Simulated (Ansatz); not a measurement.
Formation energy of the bound charge states of N_O in corundum (start: the O site; 120-site cell, 2×2×2 Γ-centred sampling) against the Fermi level, Al-rich (Δμ(O) = -4.96 eV, Δμ(N) = -2.74 eV, bounded by wurtzite AlN; only phases computed here count, gases as isolated molecules at 0 K). Method: PBE, PAW (plane waves to 420 eV; Ansatz, an electronic-structure program).

Details: 120-site cell; 2×2×2 Γ-centred k-points; host gap 5.85 eV; charged states image-corrected; finite-size errors of tenths of an eV; flagged in the runs: a host whose relaxation on this sampling wasn't shown to rest, a strain field that reaches the edge of the cell.

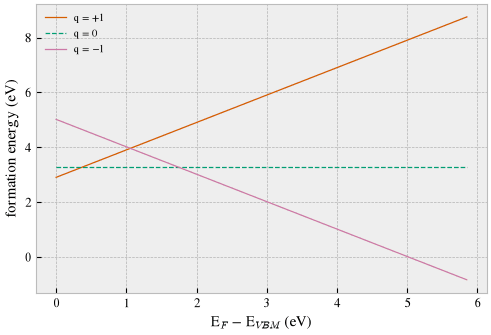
Formation energy of each charge state against the Fermi level

Crossings of the lowest lines: (+1/0) at 0.38 eV; (0/−1) at 1.73 eV. At the valence-band maximum: q = +1: 2.90 eV; q = 0: 3.28 eV; q = −1: 5.01 eV.
